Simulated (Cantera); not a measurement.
Charge: 1 mol TiCl₄, a varied amount of H₂O, equilibrated at 1850 K and 5600 Pa.

Method: chemical equilibrium by Gibbs-energy minimisation in Cantera with the NASA 1993 tables (ideal gas, pure condensed phases). Candidate condensed phases: H₂O, Ti, TiCl₂, TiCl₃, TiCl₄, TiO, TiO₂, Ti₂O₃, Ti₃O₅, Ti₄O₇; 23 gas species. The tables' values for TiCl₂ are old estimates; treat these amounts as uncertain. Rates play no part.

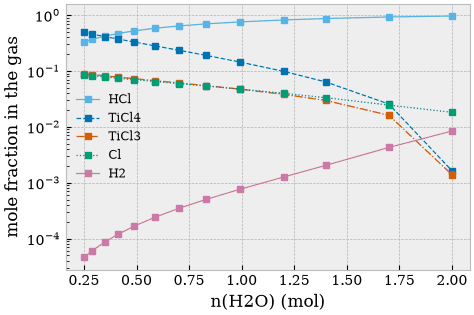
*Equilibrium gas composition (values under 1e-9 drawn at 1e-9)*

From 0.25 mol H₂O to 2 mol H₂O the condensed part is TiO₂(rutile). The main Ti-bearing gas is TiCl₄ throughout. The share of Ti in condensed phases is highest at 2 mol H₂O (98.7 %) and lowest at 0.25 mol H₂O (12.2 %).
